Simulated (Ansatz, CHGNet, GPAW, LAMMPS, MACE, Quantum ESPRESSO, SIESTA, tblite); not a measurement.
# Running glassy 61Al2O3-39P2O5 (mol %) (104 atoms) with SIESTA

Wanted: SIESTA inputs and outputs for glassy 61Al2O3-39P2O5 (mol %) (104 atoms), checked against a plane-wave reference.

Main program and level: SIESTA 5.4.2; the method is named at each step.

### Step 1. Set-up

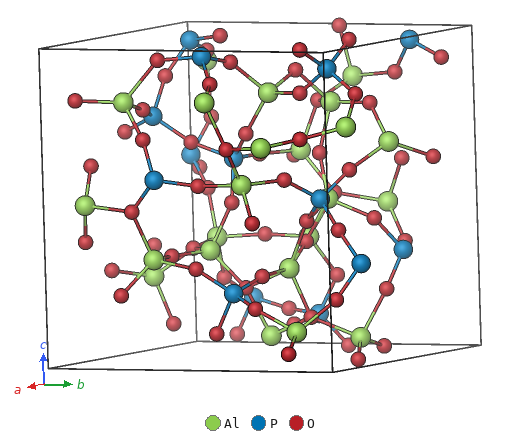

The cell as given, slightly off an axis (aluminium green, phosphorus blue, oxygen red). Some periodic images of atoms are drawn too.

The cell holds 104 atoms: 22 Al, 14 P and 68 O. Cell: a = 10.928 Å, b = 10.928 Å, c = 10.928 Å, α = 90.0°, β = 90.0°, γ = 90.0°. 104 atoms (22 Al, 14 P, 68 O) placed at random at 2.66 g/cm³, melted at 4000 K for 10 ps at fixed volume with the Morse and Coulomb pair potential with partial charges (Pedone, Malavasi, Menziani, Cormack and Segre, J. Phys. Chem. B 110, 11780 (2006)). Quenched from 4000 K to 300 K at 50 K/ps and fixed volume, held 10 ps at zero pressure.

The yardstick, on the same geometry:

```
method                                           : Kohn-Sham DFT, PBE, SSSP efficiency 1.3.0 pseudopotentials, plane waves (Quantum ESPRESSO 7.5); sssp-pbe-1.3.0-efficiency, cutoffs 60/480 Ry, Γ point
r.m.s. force component                           : 1.16 eV/Å
longest force                                    : 5.092 eV/Å
pressure                                         : 5.52 GPa
gap (highest filled to lowest empty level) : 3.349 eV
time                                             : 4.4 min on 4 MPI ranks of Arm Neoverse V2, shared host
CPU time                                         : 18 min
```

### Step 2. PBE, DZP, shift 0.01 Ry, mesh 500 Ry

Method: Kohn-Sham DFT, PBE, PseudoDojo 0.4.1 norm-conserving pseudopotentials (converted to PSML), numerical atomic orbitals (DZP), diagonalisation.

The .psml files are PseudoDojo norm-conserving potentials that we converted to this format, checked against plane waves on the same files for H, C, O, Si, Ge and Ca alone.

Input file input.fdf:

```
SystemLabel cell
NumberOfAtoms 104
NumberOfSpecies 3
%block ChemicalSpeciesLabel
  1 13 Al
  2 15 P
  3 8 O
%endblock ChemicalSpeciesLabel
LatticeConstant 1.0 Ang
%block LatticeVectors
  10.92802 0.00000 0.00000
  0.00000 10.92802 0.00000
  0.00000 0.00000 10.92802
%endblock LatticeVectors
PAO.BasisSize DZP
PAO.EnergyShift 0.01 Ry
XC.Functional GGA
XC.Authors PBE
MeshCutoff 500 Ry
%block kgrid_Monkhorst_Pack
  1 0 0 0.0
  0 1 0 0.0
  0 0 1 0.0
%endblock kgrid_Monkhorst_Pack
SolutionMethod diagon
OccupationFunction FD
ElectronicTemperature 580 K
SCF.Mixer.Method Pulay
SCF.Mixer.Weight 0.15
SCF.Mixer.History 8
SCF.Mix Hamiltonian
MaxSCFIterations 300
SCF.DM.Tolerance 1e-04
SCF.H.Tolerance 1.0e-3 eV
WriteForces T
Write.HirshfeldPop T
Write.VoronoiPop T
Write.DM F
Write.H F
XML.Write F
AtomicCoordinatesFormat Fractional
%block AtomicCoordinatesAndAtomicSpecies
  0.18532 0.50291 0.35003 1
  0.85571 0.07066 0.49822 1
  0.47070 0.58053 0.27548 1
  0.36452 0.76912 0.05267 1
  0.83312 0.61063 0.56616 1
  0.15697 0.46730 0.61810 1
  0.99459 0.76715 0.69737 1
  0.27662 0.64047 0.78106 1
  0.42135 0.07772 0.24049 1
  0.80724 0.28159 0.32679 1
  0.84517 0.79690 0.11018 1
  0.40297 0.47498 0.05782 1
  0.52778 0.55409 0.82933 1
  0.23680 0.20688 0.34943 1
  0.06100 0.71872 0.45157 1
  0.50954 0.32471 0.33190 1
  0.80892 0.19133 0.81788 1
  0.78292 0.95754 0.74825 1
  0.99837 0.57503 0.83739 1
  0.37176 0.89084 0.66720 1
  0.08685 0.10983 0.88750 1
  0.34974 0.66076 0.48443 1
  0.77685 0.54289 0.22207 2
  0.09519 0.82969 0.96212 2
  0.61804 0.81054 0.91482 2
  0.68632 0.94693 0.31298 2
  0.44105 0.38018 0.61474 2
  0.89616 0.33710 0.58395 2
  0.02614 0.21863 0.14277 2
  0.13909 0.07178 0.59670 2
  0.10327 0.48788 0.10148 2
  0.75266 0.44097 0.95956 2
  0.36112 0.19611 0.97510 2
  0.58491 0.75653 0.50411 2
  0.51561 0.13957 0.74965 2
  0.25629 0.87078 0.31954 2
  0.00936 0.03265 0.54609 3
  0.74802 0.88821 0.20409 3
  0.88734 0.06295 0.82859 3
  0.62105 0.47297 0.93182 3
  0.32538 0.80809 0.42331 3
  0.32477 0.84402 0.20227 3
  0.90902 0.21663 0.22259 3
  0.19473 0.15766 0.49866 3
  0.02658 0.37543 0.58981 3
  0.86409 0.83749 0.71490 3
  0.56569 0.00612 0.27007 3
  0.73631 0.77889 0.98324 3
  0.14527 0.52723 0.77339 3
  0.40419 0.32577 0.99439 3
  0.27981 0.00734 0.32490 3
  0.48029 0.38994 0.47945 3
  0.32838 0.62410 0.62516 3
  0.59049 0.69845 0.83488 3
  0.51026 0.66734 0.42739 3
  0.64794 0.57776 0.26503 3
[... 44 atom lines left out ...]
  0.09037 0.78739 0.59066 3
  0.87607 0.24498 0.48204 3
  0.49381 0.81416 0.58807 3
  0.84667 0.65445 0.18053 3
%endblock AtomicCoordinatesAndAtomicSpecies
```

Command:

```
> OMP_NUM_THREADS=1 mpirun -np 4 siesta < input.fdf > output.txt
```

The program printed:

```text
Version         : 5.4.2
reinit: System Name:
reinit: System Label: cell
initatom: Reading input for the pseudopotentials and atomic orbitals ----------
Species number:   1 Atomic number:   13 Label: Al
Species number:   2 Atomic number:   15 Label: P
Species number:   3 Atomic number:    8 Label: O
Ground state valence configuration (from tables):   3s02  3p01  3d00  4f00
Ground state valence configuration (from tables):   3s02  3p03  3d00  4f00
Ground state valence configuration (from tables):   2s02  2p04  3d00  4f00
---- Processing specs for species: Al
GGA--PBE XC_GGA_X_PBE--XC_GGA_C_PBE pb
---- Processing specs for species: P
GGA--PBE XC_GGA_X_PBE--XC_GGA_C_PBE pb
---- Processing specs for species: O
GGA--PBE XC_GGA_X_PBE--XC_GGA_C_PBE pb
Al pseudopotential only contains V_ls up to l=2 -- lmxkb reset.
P pseudopotential only contains V_ls up to l=2 -- lmxkb reset.
O pseudopotential only contains V_ls up to l=2 -- lmxkb reset.
Using PAO.SplitTailNorm
%block ChemicalSpeciesLabel
    1   13 Al                      # Species index, atomic number, species label
    2   15 P                       # Species index, atomic number, species label
    3    8 O                       # Species index, atomic number, species label
%endblock ChemicalSpeciesLabel
%block PAO.Basis                 # Define Basis set
Al                    2                    # Species label, number of l-shells
 n=3   0   2                         # n, l, Nzeta
   6.130      4.449
   1.000      1.000
 n=3   1   2 P   1                   # n, l, Nzeta, Polarization, NzetaPol
   7.969      5.883
   1.000      1.000
P                     2                    # Species label, number of l-shells
 n=3   0   2                         # n, l, Nzeta
   4.859      3.414
   1.000      1.000
 n=3   1   2 P   1                   # n, l, Nzeta, Polarization, NzetaPol
[...]
O                     2                    # Species label, number of l-shells
 n=2   0   2                         # n, l, Nzeta
[...]
1.000      1.000
 n=2   1   2 P   1                   # n, l, Nzeta, Polarization, NzetaPol
   4.300      2.782
   1.000      1.000
%endblock PAO.Basis
coor:   Atomic-coordinates input format  =     Fractional
siesta: System type = bulk
initatomlists: Number of atoms, orbitals, and projectors:    104  1352  1532
siesta: ******************** Simulation parameters ****************************
Total number of electrons:   544.000000
Total ionic charge:   544.000000
 Kpoints in:            1 . Kpoints trimmed:            1
siesta: k-grid: Number of k-points = 1
siesta: k-points from Monkhorst-Pack grid
siesta: k-cutoff (effective) =     5.464 Ang
siesta: k-point supercell and displacements
siesta: k-grid:     1     0     0      0.000
siesta: k-grid:     0     1     0      0.000
siesta: k-grid:     0     0     1      0.000
                     ====================================
                        Single-point calculation
                     ====================================
outcell: Unit cell vectors (Ang):
       10.928020    0.000000    0.000000
        0.000000   10.928020    0.000000
        0.000000    0.000000   10.928020
outcell: Cell vector modules (Ang)   :   10.928020   10.928020   10.928020
outcell: Cell angles (23,13,12) (deg):     90.0000     90.0000     90.0000
outcell: Cell volume (Ang**3)        :   1305.0419
Gamma-point calculation with multiply-connected orbital pairs
Folding of H and S implicitly performed
Gamma-point calculation with multiply-connected orbital pairs
Folding of H and S implicitly performed
new_DM -- step:     1
Initializing Density Matrix...
Attempting to read DM from file... Failed...
DM filled with atomic data:
InitMesh: MESH = 150 x 150 x 150 = 3375000
InitMesh: Mesh cutoff (required, used) =   500.000   520.717 Ry
stepf: Fermi-Dirac step function
        iscf     Eharris(eV)        E_KS(eV)     FreeEng(eV)     dDmax    Ef(eV) dHmax(eV)
   scf:    1   -34350.420513   -34606.914949   -34606.914949  1.863339 -6.102843 14.378081
   scf:    2   -34697.560040   -34655.759250   -34655.759250  0.076861 -6.303948  9.097324
   scf:    3   -34696.494401   -34686.907717   -34686.907717  0.111679 -4.288558  1.283144
   scf:    4   -34686.990196   -34687.172772   -34687.172772  0.024342 -4.223987  0.822197
   scf:    5   -34687.578469   -34687.405536   -34687.405536  0.010567 -4.279732  0.474413
   scf:    6   -34687.533026   -34687.485505   -34687.485505  0.017466 -4.403721  0.097516
[...]
scf:   10   -34687.488371   -34687.488350   -34687.488350  0.000456 -4.411874  0.002056
   scf:   11   -34687.488352   -34687.488351   -34687.488351  0.000112 -4.411669  0.001327
   scf:   12   -34687.488352   -34687.488352   -34687.488352  0.000060 -4.411698  0.000264
SCF Convergence by DM+H criterion
max |DM_out - DM_in|         :     0.0000601907
max |H_out - H_in|      (eV) :     0.0002636495
SCF cycle converged after 12 iterations
Using DM_out to compute the final energy and forces
siesta: E_KS(eV) =           -34687.4884
siesta: E_KS - E_eggbox =    -34687.4884
siesta: Atomic forces (eV/Ang):
     1    0.174700    0.060737   -1.171274
     2    2.810282    0.075721    4.281104
     3    2.233151    0.158518   -1.584624
     4    1.147758   -0.717333    1.257618
     5   -0.315900    0.345803    0.076482
     6    0.010983    1.269366   -0.383603
[...]
102   -0.957459   -2.684560   -3.659942
   103    0.005593    0.789602    0.760619
   104    1.756135    0.751604    0.762215
----------------------------------------
   Tot   -0.000061    0.000923   -0.021437
----------------------------------------
   Max    5.150891
   Res    1.259296    sqrt( Sum f_i^2 / 3N )
----------------------------------------
   Max    5.150891    constrained
Stress tensor Voigt[x,y,z,yz,xz,xy] (kbar):      -50.03     -108.12      -79.99      -25.25        9.22        6.53
(Free)E + p*V (eV/cell)   -34622.8305
Target enthalpy (eV/cell)   -34687.4884
siesta: Program's energy decomposition (eV):
siesta: Ebs     =     -7869.553667
siesta: Eions   =     52824.136984
siesta: Ena     =      9225.089385
siesta: Ekin    =     22753.136098
siesta: Enl     =     -4523.429270
siesta: DEna    =       -26.047445
siesta: DUscf   =        44.187403
siesta: Ex      =     -8684.002070
siesta: Ec      =      -652.285468
siesta: Exc     =     -9336.287538
siesta: Eharris =    -34687.488352
siesta: Etot    =    -34687.488352
siesta: FreeEng =    -34687.488352
siesta: Final energy (eV):
siesta:  Band Struct. =   -7869.553667
siesta:       Kinetic =   22753.136098
siesta:       Hartree =   13240.695263
siesta:         Exch. =   -8684.002070
siesta:         Corr. =    -652.285468
siesta:   Exch.-corr. =   -9336.287538
siesta:  Ion-electron =  -46736.116128
siesta:       Ion-ion =  -14608.916047
siesta:         Total =  -34687.488352
siesta:         Fermi =      -4.411698
siesta: Stress tensor (static) (eV/Ang**3):
siesta:    -0.031224    0.004078    0.005757
siesta:     0.004078   -0.067484   -0.015758
siesta:     0.005757   -0.015758   -0.049926
siesta: Cell volume =       1305.041864 Ang**3
siesta: Pressure (static):
siesta:                Solid            Molecule  Units
siesta:           0.00053961          0.00065392  Ry/Bohr**3
siesta:           0.04954465          0.06004062  eV/Ang**3
siesta:          79.37927677         96.19568285  kBar
    Orbital volume contribution        =          46.056266 eV
    (Free)E + p_basis*V_orbitals       =      -34641.432086 eV
    (Free)Eharris+ p_basis*V_orbitals  =      -34641.432086 eV
Hirshfeld Atomic Populations:
Atom #   charge [q] valence [e]  Species
     1     0.315409    2.684591  Al
     2     0.403211    2.596789  Al
     3     0.369320    2.630680  Al
     4     0.432661    2.567339  Al
     5     0.367233    2.632767  Al
     6     0.435300    2.564700  Al
[...]
23     0.476023    4.523977  P
    24     0.478767    4.521233  P
    25     0.452516    4.547484  P
    26     0.518333    4.481667  P
    27     0.495325    4.504675  P
    28     0.486568    4.513432  P
[...]
37    -0.219972    6.219972  O
    38    -0.192443    6.192443  O
    39    -0.294697    6.294697  O
    40    -0.182991    6.182991  O
    41    -0.224426    6.224426  O
    42    -0.223088    6.223088  O
[...]
--------------------
 Total     0.000009
Voronoi Atomic Populations:
Atom #   charge [q] valence [e]  Species
[...]
20     0.490874    2.509126  Al
    21     0.509652    2.490348  Al
    22     0.393307    2.606693  Al
[...]
34     0.585217    4.414783  P
    35     0.601101    4.398899  P
    36     0.553200    4.446800  P
[...]
102    -0.103852    6.103852  O
   103    -0.196109    6.196109  O
   104    -0.244621    6.244621  O
--------------------
 Total     0.000009
```

The job ended after 1.8 min (4 MPI ranks of Arm Neoverse V2, shared host; peak memory 3 GiB; 7.3 min of CPU time).

Banners, paths, timers and routine set-up lines are dropped from the logs unmarked, and long logs keep their key lines alone; longer cuts are marked.

Compared with the plane-wave run:

| Item | Value |
| --- | --- |
| r.m.s. force component | 1.259 eV/Å |
| r.m.s. difference of force components | 172.1 meV/Å |
| longest difference of force vectors | 637.1 meV/Å |
| force difference over r.m.s. force | 14.83 % |
| slope of forces against the reference's | 1.078 |
| correlation of force components | 0.9932 |
| gap (highest filled to lowest empty level) | 3.309 eV |
| gap difference | -0.0396 eV |
| pressure | 7.938 GPa |
| pressure difference | 2.418 GPa |

Length of the force difference by element (eV/Å):

| element | atoms | mean | most |
| --- | --- | --- | --- |
| Al | 22 | 0.25 | 0.43 |
| O | 68 | 0.30 | 0.64 |
| P | 14 | 0.19 | 0.32 |

Levels nearest the highest filled one (eV from it): -1.08, -0.93, -0.80, -0.76, -0.70, -0.55, -0.44, -0.38, -0.34, -0.24, -0.16, 0.00, 3.31, 4.36, 4.50, 4.72, 4.84, 5.03, 5.11, 5.14, 5.35, 5.47, 5.55, 5.63.

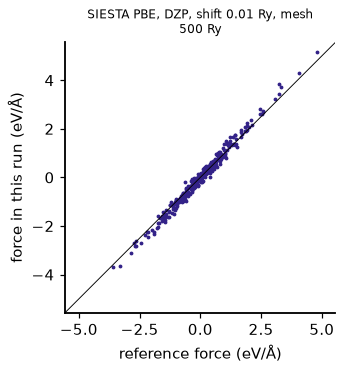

Force components against those of the reference; the line marks equality.

Local excerpt of 9 atoms (numbers count through the whole input) about Al12, which has 5 bonded neighbours where the commonest count for Al is 4; x, y, z are measured from there.

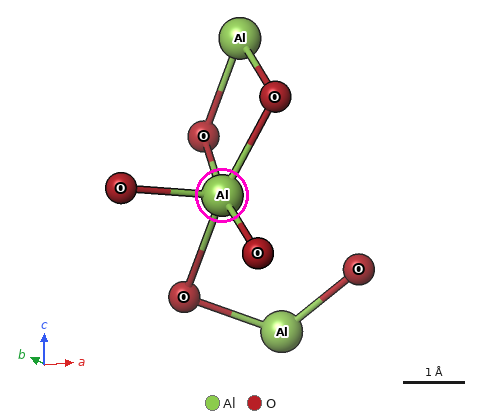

The atoms of the table, within 3.0 Å (arrows a, b, c point along x, y, z); some may hide others; the central atom is ringed.

| atom | x | y | z | distance (Å) | bonds | Hirshfeld charge (e) | Fx | Fy | Fz (eV/Å) |
| --- | --- | --- | --- | --- | --- | --- | --- | --- | --- |
| Al12 | 0.00 | 0.00 | 0.00 | 0.00 | 5 | 0.38 | -1.12 | 0.80 | 0.67 |
| O50 | 0.01 | -1.63 | -0.69 | 1.77 | 2 | -0.21 | 0.68 | 0.54 | -0.63 |
| O95 | -1.79 | -0.05 | 0.24 | 1.81 | 2 | -0.22 | 0.37 | -0.31 | -0.73 |
| O72 | 0.31 | 1.71 | 0.68 | 1.87 | 3 | -0.27 | -0.06 | -0.02 | -0.08 |
| O75 | 0.73 | -0.54 | 1.69 | 1.92 | 3 | -0.27 | -0.01 | 0.16 | -0.44 |
| O100 | -0.26 | 1.09 | -1.86 | 2.17 | 3 | -0.26 | 0.44 | -1.18 | 1.68 |
| Al3 | 0.74 | 1.15 | 2.38 | 2.75 | 5 | 0.37 | 2.23 | 0.16 | -1.58 |
| O40 | 2.38 | -0.02 | -1.38 | 2.75 | 2 | -0.18 | -2.35 | -0.35 | -0.18 |
| Al13 | 1.36 | 0.86 | -2.50 | 2.97 | 4 | 0.39 | -0.26 | 0.56 | -0.52 |

Forces lie 15 % from the reference's, at 0.41 times its CPU time.

### Step 3. PBE, DZ, shift 0.01 Ry, mesh 500 Ry

Method: Kohn-Sham DFT, PBE, PseudoDojo 0.4.1 norm-conserving pseudopotentials (converted to PSML), numerical atomic orbitals (DZ), diagonalisation.

input.fdf: that of step 2 with these lines changed.

```diff
@@ -14,3 +14,3 @@
 %endblock LatticeVectors
-PAO.BasisSize DZP
+PAO.BasisSize DZ
 PAO.EnergyShift 0.01 Ry
```

Command:

```
> OMP_NUM_THREADS=1 mpirun -np 2 siesta < input.fdf > output.txt
```

The program printed:

```text
Version         : 5.4.2
reinit: System Name:
reinit: System Label: cell
initatom: Reading input for the pseudopotentials and atomic orbitals ----------
Species number:   1 Atomic number:   13 Label: Al
Species number:   2 Atomic number:   15 Label: P
Species number:   3 Atomic number:    8 Label: O
Ground state valence configuration (from tables):   3s02  3p01  3d00  4f00
[... lines left out ...]
SCF Convergence by DM+H criterion
[... lines left out ...]
SCF cycle converged after 13 iterations
[... lines left out ...]
   Max    9.570829
[... lines left out ...]
   Max    9.570829    constrained
Stress tensor Voigt[x,y,z,yz,xz,xy] (kbar):     -231.71     -272.47     -249.98      -21.68       14.06        4.31
[... lines left out ...]
siesta: FreeEng =    -34563.902145
[... lines left out ...]
siesta:         Fermi =      -3.934176
[... lines left out ...]
siesta:         251.38811954        275.03353101  kBar
[... lines left out ...]
    (Free)Eharris+ p_basis*V_orbitals  =      -34533.100248 eV
Hirshfeld Atomic Populations:
Atom #   charge [q] valence [e]  Species
     1     0.336975    2.663025  Al
     2     0.430329    2.569671  Al
     3     0.393981    2.606019  Al
[...]
23     0.628468    4.371532  P
    24     0.643009    4.356991  P
    25     0.613378    4.386622  P
[...]
37    -0.270925    6.270925  O
    38    -0.240538    6.240538  O
    39    -0.317909    6.317909  O
[...]
--------------------
 Total    -0.000010
Voronoi Atomic Populations:
Atom #   charge [q] valence [e]  Species
[...]
21     0.581119    2.418881  Al
    22     0.425893    2.574107  Al
[...]
35     0.729483    4.270517  P
    36     0.668317    4.331683  P
[...]
103    -0.239634    6.239634  O
   104    -0.285878    6.285878  O
--------------------
 Total    -0.000010
```

It took 88 s on 2 MPI ranks; peak memory 1.6 GiB.

Against the reference:

| Quantity | Value |
| --- | --- |
| r.m.s. force component | 2.472 eV/Å |
| r.m.s. difference of force components | 1828 meV/Å |
| longest difference of force vectors | 5424 meV/Å |
| force difference over r.m.s. force | 157.5 % |
| slope of forces against the reference's | 1.528 |
| correlation of force components | 0.7175 |
| gap (highest filled to lowest empty level) | 2.969 eV |
| gap difference | -0.3798 eV |
| pressure | 25.14 GPa |
| pressure difference | 19.62 GPa |

This is a coarse setting, run to see what it loses.

Against the first run (15 %), the force difference from the reference is 158 %, at 0.40 times the CPU time (on 2 against 4 cores), with 832 basis functions against 1352: the smaller basis costs accuracy.

The difference per atom is largest on O (3.3 eV/Å on average, against 1.2 on P).

(Part 1 of 2 ends here.)

[Also dropped from logs without a mark: logging warnings of Python, and SIESTA's first energy breakdown and zero terms.]

[Logs are printed without paths, hosts, clocks, repeated set-up lines and the standing remarks that a program may print on its own settings, such as how far it seeks lower states.]

[Hosts, paths, dates, database ids (printed as entryN), source tags and the programs' standing remarks are cut or masked in the printed files.]
